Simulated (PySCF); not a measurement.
```
atom    x (Å)    y (Å)    z (Å)
   F  -1.3520  -0.9014   0.7415
   P  -0.1279   0.2143   0.9106
   F   0.2074  -0.0649  -0.6656
   H  -0.9902   1.2273   0.4601
```

Geometry: GFN2-xTB, MD frame at 250 fs, 300 K.

Theory: PySCF 2.14.0, PBE0/pcSseg-1, SCF density, gas phase, non-relativistic.

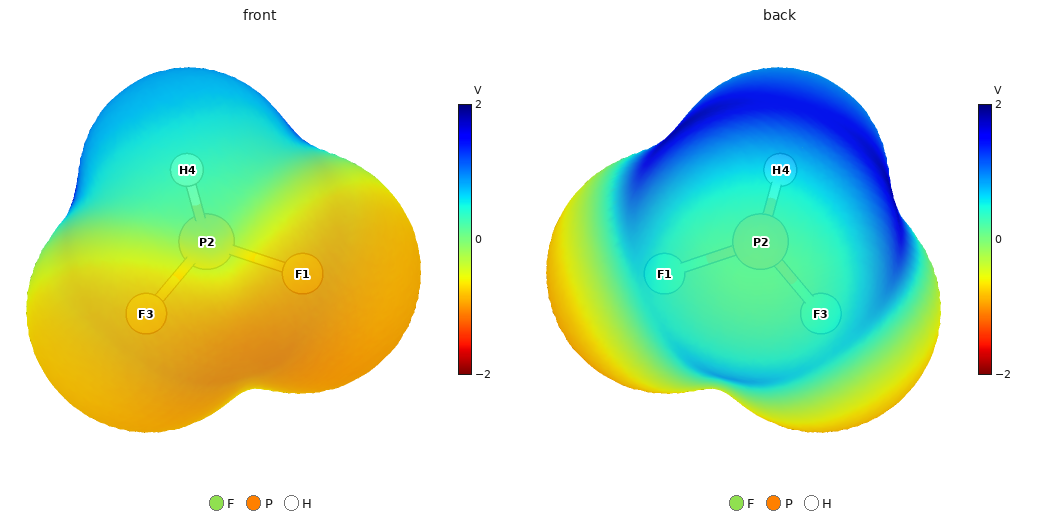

F$_{2}$HP (SMILES FPF). The electrostatic potential painted on the density surface at 0.001 e/bohr³, seen from the front and from behind; the colour scale runs from red (negative) to blue (positive).

Question: Where is the surface potential most negative and most positive?

Answer: The most negative region (about −1.1 V) lies over F1 and F3, the most positive (about +1.8 V) over P2.
